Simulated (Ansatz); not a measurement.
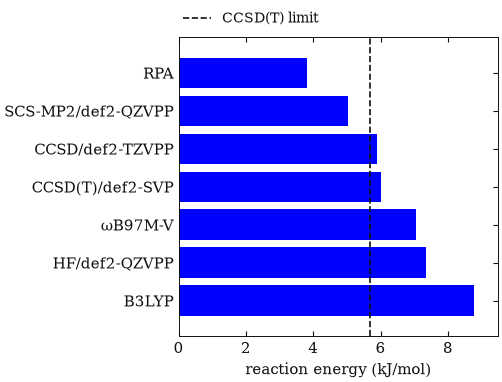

Electronic reaction energy of AlBH₄ ([BH2][AlH2]) + AlN₂H₅ ([NH2][AlH][NH2]) → AlBN₂H₆ ([BH2][Al]([NH2])[NH2]) + AlH₃ ([AlH3]) (SMILES in brackets) at several levels (functionals in def2-TZVPP unless a basis is named), isolated molecules at PBE0-D4 triple-zeta geometries, minima by their frequencies, no zero-point or thermal terms, the Ansatz code 0.2.0. The line is frozen-core CCSD(T) at the basis limit (MP2 extrapolated from triple and quadruple zeta, plus CCSD(T) less MP2 in a smaller set). RPA holds a correlation term that converges slowly with the basis, so part of the distance to the limit is basis error. No dispersion term is added to B3LYP. The distance of SCS-MP2/def2-QZVPP, CCSD/def2-TZVPP and CCSD(T)/def2-SVP to the limit includes basis error.

**What range do the values span, the line included?**

From 3.8 kJ/mol (RPA) to 8.8 kJ/mol (B3LYP).

**Give the values.**

```
             level  kJ/mol  less CCSD(T) limit
               RPA     3.8                −1.9
SCS-MP2/def2-QZVPP     5.0                −0.7
   CCSD/def2-TZVPP     5.9                 0.2
  CCSD(T)/def2-SVP     6.0                 0.3
           ωB97M-V     7.1                 1.4
     HF/def2-QZVPP     7.4                 1.7
             B3LYP     8.8                 3.1
     CCSD(T) limit     5.7                 0.0
```
